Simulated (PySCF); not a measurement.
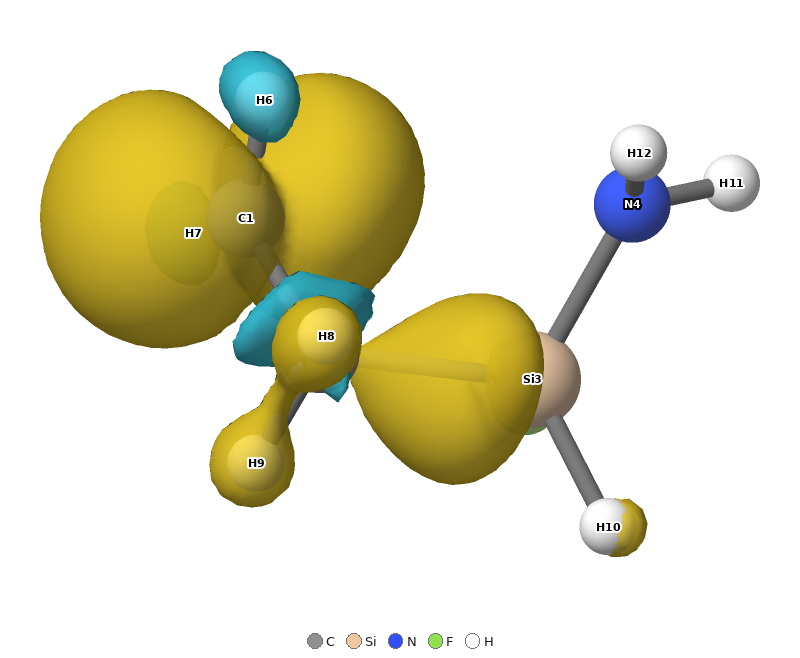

C2H7FNSi (doublet). Isosurfaces of the spin density (α minus β) at +0.015 (yellow) and −0.015 e/Å³ (cyan), seen across its widest extent.

Geometry: GFN2-xTB.

Method: PySCF 2.14.0, density-fitted response routines, UKS B3LYP, pcH-1 on C F H N Si, non-relativistic, mean-field spin-orbit, GIAO.

```xyz
12

C     1.6144    0.6349    0.3258
C     1.0403   -0.6132   -0.1668
Si   -0.8546   -0.6183    0.1873
N    -1.5336    0.7801   -0.5286
F    -1.0893   -0.4056    1.7668
H     1.6016    1.5174   -0.2829
H     1.8667    0.7385    1.3626
H     1.1969   -0.7313   -1.2384
H     1.4716   -1.4754    0.3414
H    -1.4831   -1.9110   -0.0697
H    -2.4369    1.1006   -0.2209
H    -1.3928    0.9826   -1.5026
```

**Where is the unpaired spin?**

The unpaired spin (1 electron) lies mostly on C1 (about 0.7), Si3 (about 0.1) and C2 (about 0.1), in electrons by Hirshfeld's partition.
